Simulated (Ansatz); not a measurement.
# ClFGeSi (SMILES F[Si](Cl)=[Ge]): what the fields show

```xyz
4

Cl    1.6606    1.9760   -2.4953
F     0.4421    3.3478   -0.1244
Ge   -0.2409   -0.1260    0.0573
Si    0.5742    1.8505   -0.7437
```

Geometry: r2SCAN-D4/def2-SVP.

Computed with Ansatz, isolated molecule in a Gaussian basis; Kohn-Sham density functional theory, functional PBE0.

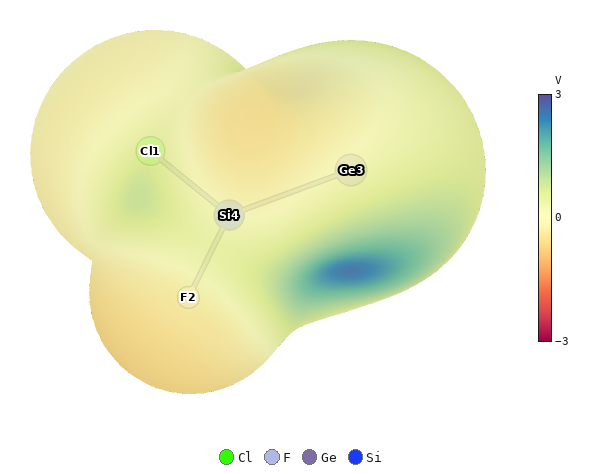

Figure 1. The molecular electrostatic potential painted on the density surface at 0.001 e/bohr³, seen at a tilt; the colour scale runs from red (negative) to blue (positive).

Which sites attract a positive test charge, and which a negative one?

Answer. A positive charge is drawn to the negative regions and a negative charge to the positive ones. The most negative region (about −0.7 V) lies over F2, the most positive (about +2.4 V) over Ge3.

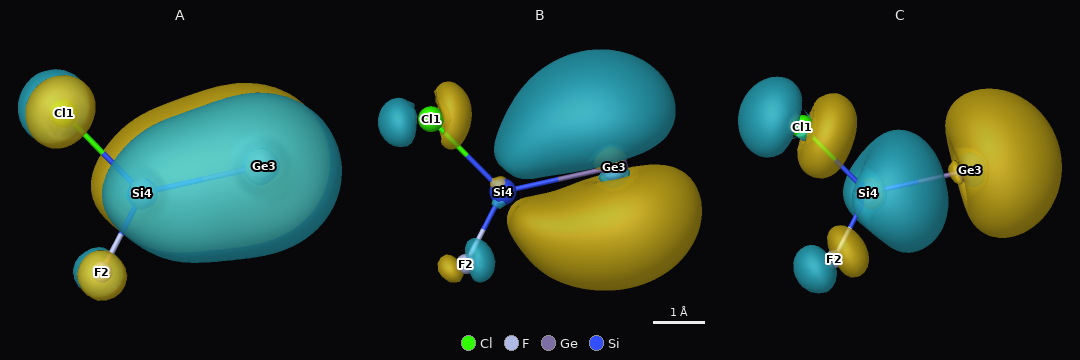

Figure 2. Three frontier orbitals at ±0.08 Å⁻³ᐟ² (yellow and cyan are the two phases), in no order.

Which picture is the HOMO−1, the HOMO and the LUMO?

Answer. C is the HOMO−1 (−8.22 eV). Its weight (Hirshfeld) is mainly on Ge3 (about 55 %), Si4 (about 25 %) and Cl1 (about 15 %); it is symmetric in the molecular plane (an in-plane orbital: σ, lone-pair or in-plane π type). A is the HOMO (−5.76 eV). By Hirshfeld shares it lies mainly on Ge3 (about 60 %) and Si4 (about 35 %); it changes sign across the molecular plane (π type); π-bonding across Ge3–Si4. B is the LUMO (−3.91 eV). By Hirshfeld shares it lies mainly on Ge3 (about 80 %) and Si4 (about 15 %); it is symmetric in the molecular plane (an in-plane orbital: σ, lone-pair or in-plane π type).

What is the HOMO–LUMO gap?

Answer. 1.85 eV between the orbital energies.

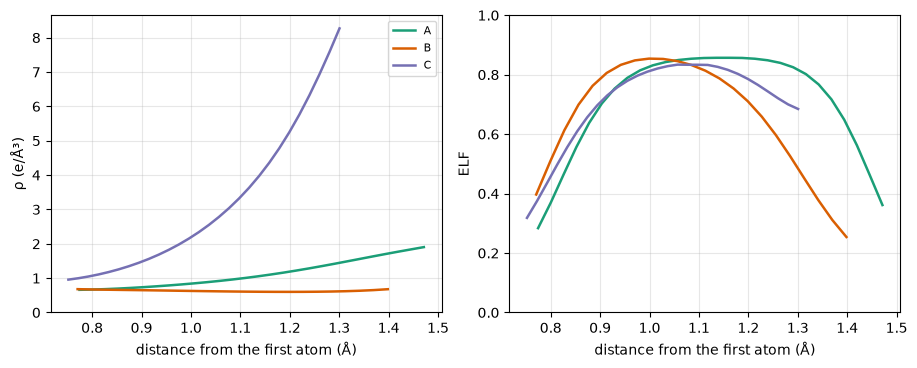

Figure 3. Total electron density and ELF along straight lines between neighbouring atoms. The curves leave out the atomic cores.

Which curve belongs to which contact (Si–Cl, Si–F and Si–Ge)? The first atom named is at distance zero.

Answer. Curve A: Si–Cl (2.06 Å): ρ is about 0.88 e/Å³ halfway; the ELF peaks at about 0.85 between the atoms; a polar covalent bond. Curve B: Si–Ge (2.28 Å): ρ is about 0.6 e/Å³ halfway; the ELF peaks at about 0.85 between the atoms (a covalent bond). Curve C: Si–F (1.63 Å): ρ at the midpoint is about 1.1 e/Å³; the ELF peaks at about 0.85 in the valence shell of F, 0.6 Å from its nucleus, and is about 0.50 at the midpoint.
